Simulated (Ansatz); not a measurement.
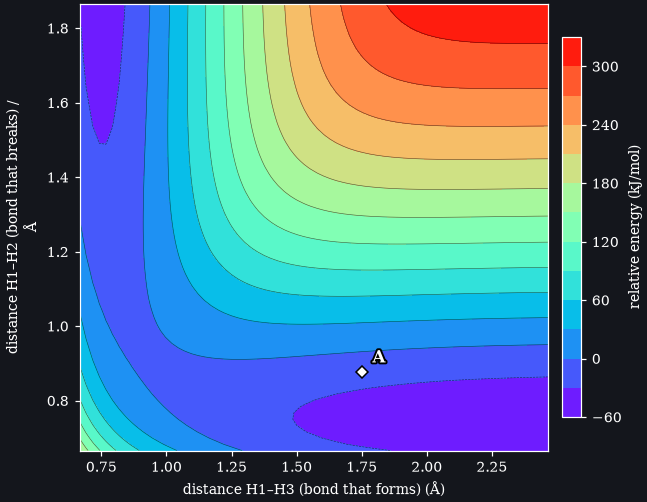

The reacting system H₃, spin multiplicity 2. First axis: distance H1–H3 (bond that forms). Second axis: distance H1–H2 (bond that breaks). Relaxed at each point: all other coordinates. The grid has 13 × 13 points. Points are written as (first, second). Energies: kJ/mol, counted from a guessed transition structure relaxed with its forming and breaking bonds held. In part of the range the unrestricted reference is strongly spin-contaminated. These are results of UHF-CCSD(T), frozen core/def2-TZVP (Ansatz), not measurements.

Drawn: filled contours, the point A. Between grid points the surface is interpolated.

**Which way does the force act at A, and how strong is it?**

A, at (1.750 Å, 0.878 Å), is not a stationary point. The computed force is 21 kJ/mol for each Å towards larger values of the first coordinate and 300 kJ/mol for each Å towards smaller values of the second coordinate.
